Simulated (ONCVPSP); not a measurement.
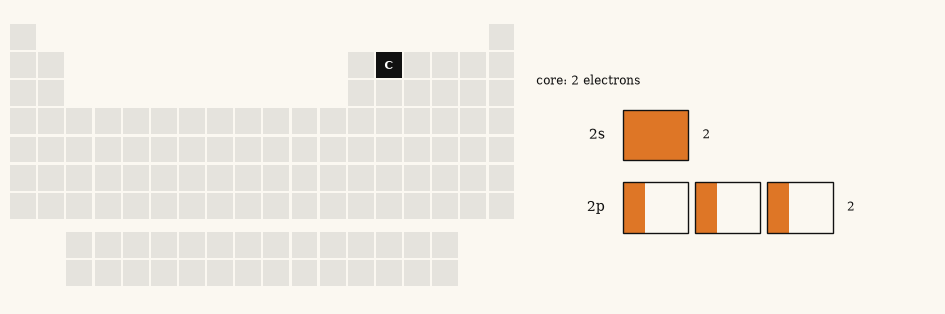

*Left, the place of carbon in the periodic table; right, the valence shells of the reference configuration: a box for each of the 2l + 1 orbitals, shaded by the share of the shell that is filled, with the electron count at the right. The shells are those of the unaltered input.*

## Pseudopotential generation, with input and output: C

- system: carbon (C, Z = 6), core [He], reference valence 2s2 2p2, valence charge 4. (This line and the method describe the unaltered input from which the odd one was made.)
- method: ONCV potential, PBE, scalar-relativistic, made with ONCVPSP 4.0.1

## The input
```
# ATOM AND REFERENCE CONFIGURATION
# atsym  z   nc   nv     iexc    psfile
  C 6.00    1    2        4      upf
#
#   n    l    f
    1    0    2.00
    2    0    2.00
    2    1    2.00
#
# PSEUDOPOTENTIAL AND OPTIMIZATION
# lmax
    2
#
#   l,   rc,      ep,       ncon, nbas, qcut
    0    0.85    0.00    4    8    5.90
    1    1.95    0.00    4    8    7.10
    2    2.05    0.03    4    9   25.00
#
# LOCAL POTENTIAL
# lloc, lpopt,  rc(5),   dvloc0
    0    5    0.85    0.00
#
# VANDERBILT-KLEINMAN-BYLANDER PROJECTORs
# l, nproj, debl
    0    0    1.40
    1    3    2.50
    2    2    1.70
#
# MODEL CORE CHARGE
# icmod, fcfact, rcfact
    3    3.50    1.70
#
# LOG DERIVATIVE ANALYSIS
# epsh1, epsh2, depsh
   -2.00    5.00    0.02
#
# OUTPUT GRID
# rlmax, drl
    6.00    0.01
#
# TEST CONFIGURATIONS
# ncnf
    4
# nvcnf
#   n    l    f
    2
    2    0    2.00
    2    1    1.00
#
    2
    2    0    2.00
    2    1    0.00
#
    2
    2    0    1.00
    2    1    0.00
#
    2
    2    0    0.00
    2    1    4.00
#
```

Hardware: 1 CPU thread, shared host.

Run as:
```bash
oncvpsp.x < C.dat > C.out
```

## Log (extracts)
```
ONCVPSP  (Optimized Norm-Conservinng Vanderbilt PSeudopotential)
scalar-relativistic version 4.0.1

#   n    l    f        energy (Ha)
    1    0    2.00    -1.0046540E+01
    2    0    2.00    -5.0533470E-01
    2    1    2.00    -1.9423794E-01

Reference configufation results
  iterations    25
  all-electron total energy (Ha)   -3.77648101D+01

Begin loop to  construct optimized pseudo wave functions
and semi-local pseudopoentials for all angular momenta

Calculating optimized projector #   1

 for l=   0

    Fraction of norm inside rc  0.121772
    Optimizing pswf for qcut=   5.89 a_B^-1,  ecut=  17.35 Ha
    Residual kinetic energy error=  1.89D-03 Ha

    Energy error per electron        Cutoff
         Ha          eV             Ha
         0.01000     0.27211       11.96
         0.00100     0.02721       20.28
         0.00010     0.00272      142.84
         0.00001     0.00027      246.00

   Wellstate for l =  1  n =  4
     eigenvalue =   2.3058
     asymptotic potential =   2.8058
     half-point radius =  3.3714

   Wellstate for l =  1  n =  5
     eigenvalue =   4.8058
     asymptotic potential =   5.3058
     half-point radius =  3.1949

Calculating optimized projector #   1

 for l=   1

    Fraction of norm inside rc  0.648162
    Optimizing pswf for qcut=   7.10 a_B^-1,  ecut=  25.18 Ha
    Residual kinetic energy error=  3.92D-07 Ha

    Energy error per electron        Cutoff
         Ha          eV             Ha
         0.01000     0.27211       11.31
         0.00100     0.02721       15.73
         0.00010     0.00272       19.05
         0.00001     0.00027       21.77

Calculating optimized projector #   2

 for l=   1

    Fraction of norm inside rc  0.238035
    Optimizing pswf for qcut=   7.10 a_B^-1,  ecut=  25.18 Ha
    Residual kinetic energy error=  2.13D-05 Ha

    Energy error per electron        Cutoff
         Ha          eV             Ha
         0.01000     0.27211       15.47
         0.00100     0.02721       19.46
         0.00010     0.00272       22.84
         0.00001     0.00027       33.28

Calculating optimized projector #   3

 for l=   1

    Fraction of norm inside rc  0.176865
    Optimizing pswf for qcut=   7.10 a_B^-1,  ecut=  25.18 Ha
    Residual kinetic energy error=  2.86D-04 Ha

    Energy error per electron        Cutoff
         Ha          eV             Ha
         0.01000     0.27211       19.32
         0.00100     0.02721       23.33
         0.00010     0.00272       27.76
         0.00001     0.00027       72.46

   Wellstate for l =  2  n =  3
     eigenvalue =   0.0300
     asymptotic potential =   0.5300
     half-point radius = 58.0726

   Wellstate for l =  2  n =  4
     eigenvalue =   1.7300
     asymptotic potential =   2.2300
     half-point radius =  3.6420

Calculating optimized projector #   1

 for l=   2

    Fraction of norm inside rc  0.000056
    Optimizing pswf for qcut=  25.00 a_B^-1,  ecut= 312.50 Ha
    Residual kinetic energy error= -3.02D-01 Ha
 ERROR pspot:  first pseudo wave function has node,          program will stop
 ERROR pspot: try changing psp parameters for this l
```

## Outcome

- outcome: ended with an error
- wall time: 1.2 s

## What went wrong

The input is odd on purpose: qcut of l = 2 set to 25.00. The generator stopped with the message “ERROR pspot: first pseudo wave function has node, program will stop”. In words: the optimised pseudo-wave of the first projector has a node, so the radial equation cannot be inverted for a potential. It was at work on the d channel when it stopped.
